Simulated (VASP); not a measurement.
**N on Ni(100): which site?**

Where does N sit on Ni(100), and how strongly does it bind?

Method: RPBE, spin-polarised from a ferromagnetic start (one magnetic atom a cell); plane waves and PAW (Ni), in the first sound run; inputs show where later runs differ, in VASP 6.6.1.

## 1. The starting structure

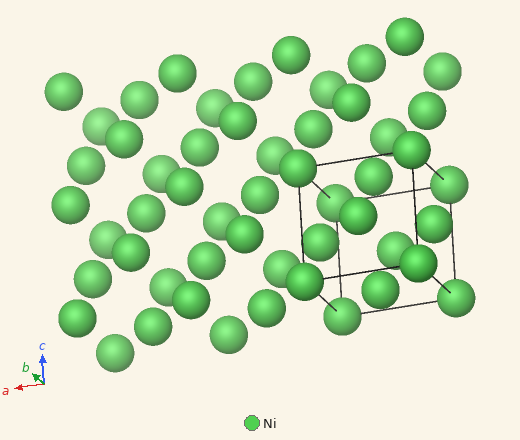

The cell as given, from a free direction (nickel green). 3×1×2 cells are drawn. This picture shows the conventional cell, with its axes. Some periodic images of atoms are drawn too.

Structure file:

```cif
data_structure
_symmetry_space_group_name_H-M 'P 1'
_symmetry_Int_Tables_number 1
_cell_length_a 2.4890
_cell_length_b 2.4890
_cell_length_c 2.4890
_cell_angle_alpha 60.000
_cell_angle_beta 60.000
_cell_angle_gamma 60.000
_cell_volume 10.90
loop_
_atom_site_label
_atom_site_type_symbol
_atom_site_fract_x
_atom_site_fract_y
_atom_site_fract_z
_atom_site_occupancy
Ni1 Ni 0.00000 0.00000 0.00000 1
```

## 2. The bulk reference, job relaxation, k-mesh 19×19×19

The bulk crystal is relaxed first, so that the slabs are cut at this functional's lattice.

Contents of INCAR:

```
SYSTEM = Ni
PREC = Accurate
ENCUT = 570
EDIFF = 1E-06
NELM = 120
ISMEAR = 1
SIGMA = 0.15
LREAL = .FALSE.
ALGO = Normal
GGA = RP
NBANDS = 12
ISPIN = 2
MAGMOM = 1
LASPH = .TRUE.
LMAXMIX = 4
LORBIT = 11
LWAVE = .FALSE.
LCHARG = .FALSE.
KPAR = 4
IBRION = 2
NSW = 30
ISIF = 3
EDIFFG = -0.01
POTIM = 0.4
```

Contents of POSCAR:

```
Ni
1.0
    0.0000000000      1.7600000000      1.7600000000
    1.7600000000      0.0000000000      1.7600000000
    1.7600000000      1.7600000000      0.0000000000
Ni
1
Direct
    0.0000000000      0.0000000000      0.0000000000
```

Contents of KPOINTS:

```
Automatic mesh
0
Gamma
19 19 19
0 0 0
```

The projector-augmented-wave data sets are Ni (PBE family, release 64).

Command:

```console
$ mpirun -np 4 vasp_std
```

What it wrote:

```text
[banner, memory and clock lines left out]
running    4 mpi-ranks, on    1 nodes
 distrk:  each k-point on    1 cores,    4 groups
 distr:  one band on    1 cores,    1 groups

 POSCAR found type information on POSCAR Ni
 POSCAR found :  1 types and       1 ions
|                                                                             |
|               ----> ADVICE to this user running VASP <----                  |
|                                                                             |
|     You enforced a specific xc type in the INCAR file but a different       |
|     [... a line on the potential file left out ...]
|     I HOPE YOU KNOW WHAT YOU ARE DOING!                                     |
|                                                                             |

 LDA part: xc-table for (Slater+PW92), standard interpolation
 POSCAR, INCAR and KPOINTS ok, starting setup
 FFT: planning ... GRIDC
 FFT: planning ... GRID_SOFT
 FFT: planning ... GRID
 WAVECAR not read
 entering main loop
       N       E                     dE             d eps       ncg     rms          rms(c)
DAV:   1     0.339530863167E+02    0.33953E+02   -0.48246E+03 10848   0.114E+03
DAV:   2    -0.459802727011E+01   -0.38551E+02   -0.36245E+02 11184   0.182E+02
DAV:   3    -0.586084263748E+01   -0.12628E+01   -0.12499E+01 12064   0.358E+01
DAV:   4    -0.587085255381E+01   -0.10010E-01   -0.10008E-01 12104   0.291E+00
DAV:   5    -0.587104943785E+01   -0.19688E-03   -0.19688E-03 12564   0.387E-01    0.958E+00
DAV:   6    -0.525789840784E+01    0.61315E+00   -0.13125E+01 13456   0.481E+01    0.589E+00
DAV:   7    -0.496251610357E+01    0.29538E+00   -0.22618E+00 13284   0.185E+01    0.199E+00
DAV:   8    -0.494912174685E+01    0.13394E-01   -0.16852E-02 14052   0.122E+00    0.102E+00
DAV:   9    -0.494667251006E+01    0.24492E-02   -0.24167E-03 15240   0.412E-01    0.259E-01
DAV:  10    -0.494629505376E+01    0.37746E-03   -0.49528E-04 14980   0.170E-01    0.468E-02
DAV:  11    -0.494629951821E+01   -0.44645E-05   -0.87674E-05 13500   0.969E-02    0.262E-02
DAV:  12    -0.494629962277E+01   -0.10456E-06   -0.17972E-06 10096   0.152E-02
   1 F= -.49462996E+01 E0= -.49462277E+01  d E =-.494630E+01  mag=     0.6539
 curvature:   0.00 expect dE= 0.000E+00 dE for cont linesearch  0.000E+00
 trial: gam= 0.00000 g(F)=  0.113E-62 g(S)=  0.153E-01 ort = 0.000E+00 (trialstep = 0.100E+01)
 search vector abs. value=  0.153E-01
 bond charge predicted
       N       E                     dE             d eps       ncg     rms          rms(c)
DAV:   1    -0.528294351216E+01   -0.33664E+00   -0.44102E+00 13360   0.301E+01    0.500E+00
DAV:   2    -0.507785607371E+01    0.20509E+00   -0.50328E+00 13448   0.257E+01    0.302E+00
DAV:   3    -0.495693960263E+01    0.12092E+00   -0.81432E-01 13180   0.116E+01    0.850E-01
DAV:   4    -0.495153384087E+01    0.54058E-02   -0.59952E-03 12464   0.627E-01    0.431E-01
DAV:   5    -0.495066850282E+01    0.86534E-03   -0.25245E-03 13756   0.375E-01    0.135E-01
DAV:   6    -0.495069050892E+01   -0.22006E-04   -0.59024E-05 13780   0.753E-02    0.842E-02
DAV:   7    -0.495072365566E+01   -0.33147E-04   -0.36295E-05 13540   0.516E-02    0.364E-02
DAV:   8    -0.495072619003E+01   -0.25344E-05   -0.65361E-06  9936   0.249E-02    0.915E-03
DAV:   9    -0.495072592912E+01    0.26091E-06   -0.45581E-07  5880   0.748E-03
   2 F= -.49507259E+01 E0= -.49507427E+01  d E =-.442631E-02  mag=     0.6720
 trial-energy change:   -0.004426  1 .order   -0.004525   -0.015301    0.006251
 step:   0.7042(harm=  0.7099)  dis= 0.00000  next Energy=    -4.951653 (dE=-0.535E-02)
 bond charge predicted
       N       E                     dE             d eps       ncg     rms          rms(c)
DAV:   1    -0.498055388190E+01   -0.29828E-01   -0.37904E-01 13176   0.855E+00    0.146E+00
DAV:   2    -0.496253141906E+01    0.18022E-01   -0.41727E-01 13312   0.790E+00    0.908E-01
DAV:   3    -0.495225879931E+01    0.10273E-01   -0.69522E-02 13212   0.332E+00    0.225E-01
DAV:   4    -0.495178843835E+01    0.47036E-03   -0.31491E-04 11908   0.141E-01    0.130E-01
DAV:   5    -0.495168328050E+01    0.10516E-03   -0.16880E-04 14728   0.828E-02    0.286E-02
DAV:   6    -0.495168654507E+01   -0.32646E-05   -0.10062E-05 12028   0.200E-02    0.151E-02
DAV:   7    -0.495168475633E+01    0.17887E-05   -0.24797E-06  7568   0.201E-02    0.244E-03
DAV:   8    -0.495168457209E+01    0.18424E-06   -0.31009E-08  5508   0.225E-03
   3 F= -.49516846E+01 E0= -.49516850E+01  d E =-.538495E-02  mag=     0.6679
 curvature:  -0.35 expect dE=-0.767E-07 dE for cont linesearch -0.767E-07
 trial: gam= 0.00000 g(F)=  0.385E-62 g(S)=  0.216E-06 ort =-0.575E-04 (trialstep = 0.941E+00)
 search vector abs. value=  0.216E-06
 reached required accuracy - stopping structural energy minimisation
```

It took 26 s on 4 MPI ranks of Intel Xeon Platinum 8559C (Emerald Rapids), shared host; peak memory 0.64 GiB; 99 s of CPU time.

The logs omit lines about the potential files and the build; timing stands in the text.

Parts of OUTCAR (step 2):

```text
ion  position               nearest neighbor table
   1  0.000  0.000  0.000-

  LATTYP: Found a face centered cubic cell.
 ALAT       =     3.5200000000

 Subroutine GETGRP returns: Found 48 space group operations
 (whereof 48 operations were pure point group operations)

The static configuration has the point symmetry O_h .

 Found    220 irreducible k-points:

   k-points           NKPTS =    220   k-points in BZ     NKDIM =    220   number of bands    NBANDS=     12

   dimension x,y,z NGX =    20 NGY =   20 NGZ =   20
   dimension x,y,z NGXF=    40 NGYF=   40 NGZF=   40

   ENCUT  =  570.0 eV  41.89 Ry    6.47 a.u.   4.85  4.85  4.85*2*pi/ulx,y,z

   NELECT =      10.0000    total number of electrons

 k-points in reciprocal lattice and weights: Automatic mesh
   0.00000000  0.00000000  0.00000000       0.000
   0.05263158  0.00000000  0.00000000       0.001
   0.10526316  0.00000000  0.00000000       0.001
   0.15789474  0.00000000  0.00000000       0.001
   0.21052632  0.00000000  0.00000000       0.001
   0.26315789  0.00000000  0.00000000       0.001
   0.31578947  0.00000000  0.00000000       0.001
   0.36842105  0.00000000  0.00000000       0.001
   0.42105263  0.00000000  0.00000000       0.001
[...]
-0.31578947  0.47368421  0.21052632       0.003
  -0.26315789  0.47368421  0.21052632       0.003

 average (electrostatic) potential at core
       1 -82.4350

 E-fermi :   9.1073

 spin component 1
 k-point     1 :       0.0000    0.0000    0.0000
  band No.  band energies     occupation
    ...
      2       6.6884      1.00000
      3       6.6884      1.00000
      4       6.6884      1.00000
      5       7.8243      1.00000
      6       7.8243      1.00000
      7      32.5060      0.00000
      8      36.1870      0.00000
      9      36.1870      0.00000
     10      36.1870      0.00000
     11      39.0108      0.00000
    ...

 k-point     2 :       0.0526    0.0000    0.0000
  band No.  band energies     occupation
    ...
      2       6.6620      1.00000
      3       6.7115      1.00000
      4       6.7115      1.00000
      5       7.8144      1.00000
      6       7.8144      1.00000
      7      32.1531      0.00000
      8      34.7491      0.00000
      9      35.9086      0.00000
     10      35.9086      0.00000
     11      39.4160      0.00000
    ...

 k-point     3 :       0.1053    0.0000    0.0000
  band No.  band energies     occupation
    ...
      2       6.5899      1.00000
      3       6.7735      1.00000
      4       6.7735      1.00000
      5       7.7919      1.00000
      6       7.7920      1.00000
      7      30.4432      0.00000
      8      33.6345      0.00000
      9      35.3507      0.00000
     10      35.3507      0.00000
     11      40.2854      0.00000
    ...

 k-point     4 :       0.1579    0.0000    0.0000
  band No.  band energies     occupation
    ...
      2       6.4933      1.00000
      3       6.8505      1.00000
      4       6.8505      1.00000
      5       7.7794      1.00000
      6       7.7794      1.00000
      7      27.8497      0.00000
      8      33.2553      0.00000
      9      34.7865      0.00000
     10      34.7865      0.00000
     11      40.2030      0.00000
    ...

 k-point     5 :       0.2105    0.0000    0.0000
  band No.  band energies     occupation
    ...
      2       6.4099      1.00000
      3       6.9043      1.00000
      4       6.9043      1.00000
      5       7.8119      1.00000
      6       7.8119      1.00000
      7      25.1617      0.00000
      8      32.8942      0.00000
      9      34.3013      0.00000
     10      34.3013      0.00000
     11      40.3155      0.00000
    ...

 k-point     6 :       0.2632    0.0000    0.0000
  band No.  band energies     occupation
    ...
      2       6.4049      1.00000
      3       6.9056      1.00000
      4       6.9056      1.00000
      5       7.9123      1.00000
      6       7.9123      1.00000
      7      22.5572      0.00000
      8      32.4424      0.00000
      9      33.9156      0.00000
     10      33.9156      0.00000
     11      39.2561      0.00000
    ...

  Total       -0.0013664     -0.0013664     -0.0013664      0.0000000      0.0000000      0.0000000
  in kB       -0.1949413     -0.1949413     -0.1949413      0.0000000      0.0000000      0.0000000
  external PRESSURE =      -0.1949413 kB  Pullay stress =       0.0000000 kB

  energy-cutoff  :      570.00
  volume of cell :       11.23
      direct lattice vectors                 reciprocal lattice vectors
    -0.000000000  1.777389524  1.777389524    -0.281311436  0.281311436  0.281311436
     1.777389524  0.000000000  1.777389524     0.281311436 -0.281311436  0.281311436
     1.777389524  1.777389524  0.000000000     0.281311436  0.281311436 -0.281311436

 POSITION                                       TOTAL-FORCE (eV/Angst)
 -----------------------------------------------------------------------------------
      0.00000      0.00000      0.00000         0.000000      0.000000      0.000000
 -----------------------------------------------------------------------------------
    total drift:                                0.000000      0.000000      0.000000

  FREE ENERGIE OF THE ION-ELECTRON SYSTEM (eV)
  ---------------------------------------------------
  free  energy   TOTEN  =        -4.9516845721 eV

  energy  without entropy=       -4.9516857153  energy(sigma->0) =       -4.95168495

 reached required accuracy - stopping structural energy minimisation

 total charge
# of ion       s       p       d       tot
------------------------------------------
    1        0.483   0.470   8.294   9.248

 magnetization (x)
# of ion       s       p       d       tot
------------------------------------------
    1       -0.007  -0.027   0.718   0.684

[... 6 further parts left out ...]
```

The cell holds one magnetic atom, so no antiferromagnetic order fits into it. The PAW data sets were made with PBE, which is usual practice but a small mismatch for other functionals. The run keeps the 48 symmetry operations of its start, so it cannot find a distortion of lower symmetry.

The steps of the relaxation:

```
step  energy less that of the first step (eV)  largest force (eV/Å)  pressure (GPa)  volume (Å³)
   1                                   0.0000                0.0000            5.34        10.90
   2                                  -0.0044                0.0000           -2.09        11.37
   3                                  -0.0054                0.0000           -0.02        11.23
```

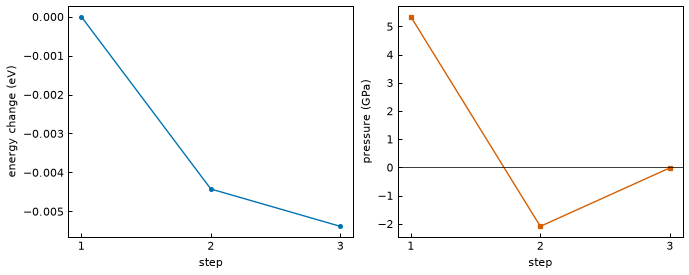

Energy and pressure along the relaxation.

```
conventional cell, symmetrised  before  after  change
                         a (Å)   3.520  3.555  +1.0 %
                         b (Å)   3.520  3.555  +1.0 %
                         c (Å)   3.520  3.555  +1.0 %
              volume (Å³/atom)   10.90  11.23  +3.0 %
```

Final coordinates:

```xyz
1
Lattice="0.0000 1.7774 1.7774 1.7774 0.0000 1.7774 1.7774 1.7774 0.0000" Properties=species:S:1:pos:R:3 pbc="T T T"
Ni    0.0000    0.0000    0.0000
```

This step gave:

```
electronic cycles                                 : 29
electrons                                         : 10
free energy (TOTEN)                               : -4.952 eV
Fermi energy                                      : 9.107 eV
moment of the cell, from the last line of the log : 0.67 μB
metallic                                          : yes
```

Spin moment in the PAW sphere by atom:

```
atom  spin moment in the PAW sphere (μB)
 Ni1                               0.684
```

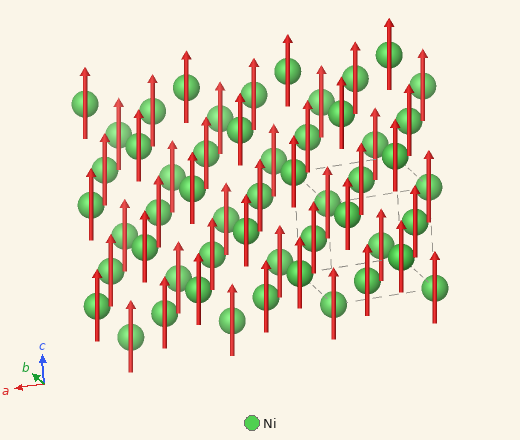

Spin moment in the PAW sphere as arrows, the longest 0.684 μB. Up and down stand for the sign. Arrows give size and sign along the axis of quantisation, drawn up and down the page. 3×1×2 conventional cells are drawn. Some periodic images of atoms are drawn too.

The run ended after 3 ionic steps, 0.005 eV below its first step, once forces and stress met EDIFFG = -0.01.

Energy at zero smearing: -4.95168 eV.

## 3. The bulk reference, job self-consistent run, k-mesh 22×22×22

Contents of INCAR:

```
SYSTEM = Ni
PREC = Normal
ENCUT = 440
EDIFF = 1E-06
NELM = 120
ISMEAR = 1
SIGMA = 0.15
LREAL = .FALSE.
ALGO = Fast
GGA = RP
NBANDS = 12
ISPIN = 2
MAGMOM = 1
LASPH = .TRUE.
LMAXMIX = 4
LORBIT = 11
LWAVE = .FALSE.
LCHARG = .FALSE.
KPAR = 4
```

Contents of POSCAR:

```
Ni
1.0
    0.0000000000      1.7773895243      1.7773895243
    1.7773895243      0.0000000000      1.7773895243
    1.7773895243      1.7773895243      0.0000000000
Ni
1
Direct
    0.0000000000      0.0000000000      0.0000000000
```

Contents of KPOINTS:

```
Automatic mesh
0
Gamma
22 22 22
0 0 0
```

Command:

```console
$ mpirun -np 4 vasp_std
```

What it wrote:

```text
[banner, memory and clock lines left out]
running    4 mpi-ranks, on    1 nodes
[...]
[... a notice as in an earlier step ...]

 LDA part: xc-table for (Slater+PW92), standard interpolation
 POSCAR, INCAR and KPOINTS ok, starting setup
[...]
entering main loop
       N       E                     dE             d eps       ncg     rms          rms(c)
DAV:   1     0.289627835797E+02    0.28963E+02   -0.40745E+03 16332   0.937E+02
DAV:   2    -0.489644660122E+01   -0.33859E+02   -0.31808E+02 16784   0.160E+02
DAV:   3    -0.586448084632E+01   -0.96803E+00   -0.96261E+00 18152   0.305E+01
DAV:   4    -0.587232136259E+01   -0.78405E-02   -0.78389E-02 18052   0.241E+00
[...]
RMM:  11    -0.495262588681E+01    0.19422E-05   -0.45797E-05 22050   0.567E-02    0.373E-02
RMM:  12    -0.495262746610E+01   -0.15793E-05   -0.99487E-06 22542   0.214E-02    0.139E-02
RMM:  13    -0.495262677521E+01    0.69089E-06   -0.80644E-07 14036   0.761E-03
   1 F= -.49526268E+01 E0= -.49526744E+01  d E =0.142748E-03  mag=     0.6491
```

Wall time 8 s (4 MPI ranks); peak memory 0.58 GiB.

OUTCAR, selected parts (step 3):

```text
  Total       -0.0295805     -0.0295805     -0.0295805      0.0000000      0.0000000     -0.0000000
  in kB       -4.2202539     -4.2202539     -4.2202539      0.0000000      0.0000000     -0.0000000
  external PRESSURE =      -4.2202539 kB  Pullay stress =       0.0000000 kB

 POSITION                                       TOTAL-FORCE (eV/Angst)
 -----------------------------------------------------------------------------------
      0.00000      0.00000      0.00000        -0.000000     -0.000000      0.000000
 -----------------------------------------------------------------------------------
    total drift:                               -0.000000     -0.000000     -0.000000

  FREE ENERGIE OF THE ION-ELECTRON SYSTEM (eV)
  ---------------------------------------------------
  free  energy   TOTEN  =        -4.9526267752 eV

  energy  without entropy=       -4.9527695234  energy(sigma->0) =       -4.95267436

 magnetization (x)
# of ion       s       p       d       tot
------------------------------------------
    1       -0.007  -0.027   0.700   0.666

[... 3 further parts left out ...]
[key lines of the parts left out:]
E-fermi :   9.1030
```

This step gave:

```
electronic cycles                                 : 13
free energy (TOTEN)                               : -4.953 eV
Fermi energy                                      : 9.103 eV
moment of the cell, from the last line of the log : 0.65 μB
```

Energy at zero smearing: -4.95267 eV.

The run ends at a pressure of -0.42 GPa.

(Continued in part 2 of 7.)

[Lines on the potential files, build, host, timing and source positions are cut from VASP's logs without a mark.]

[Logs are printed without paths, hosts, clocks, repeated set-up lines and the standing remarks that a program may print on its own settings, such as how far it seeks lower states.]

[Hosts, paths, dates, database ids (printed as entryN), source tags and the programs' standing remarks are cut or masked in the printed files.]

[Runs that stopped without an error message from VASP are left out.]
